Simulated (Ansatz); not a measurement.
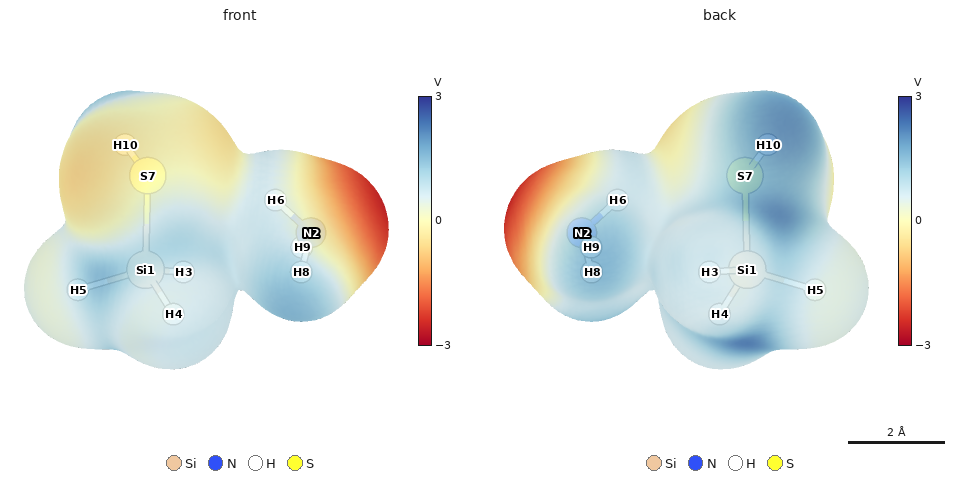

*H₄SSi···NH₃. The electrostatic potential painted on the density surface at 0.004 e/bohr³, seen from the front and from behind; the colour scale runs from red (negative) to blue (positive).*

Theory: Ansatz, RKS PBE-D4/def2-SVP.

```
atom    x (Å)    y (Å)    z (Å)
  Si  -0.7516   1.1347  -0.0449
   N   0.5200  -2.1676   0.2501
   H  -1.0066   0.2463  -1.2294
   H  -1.3185   0.5358   1.2064
   H  -1.4121   2.4617  -0.3023
   H   1.1307  -1.3370   0.2601
   S   1.3652   1.3847   0.3567
   H  -0.1533  -2.0135   1.0131
   H  -0.0302  -2.0869  -0.6152
   H   1.6563   1.8419  -0.8948
```

Which sites attract a positive test charge, and which a negative one?

A positive charge is drawn to the negative regions and a negative charge to the positive ones. The most negative region (about −2.5 V) lies over N2, the most positive (about +2.2 V) over Si1 and H10. N2 is the likeliest acceptor of a hydrogen bond.
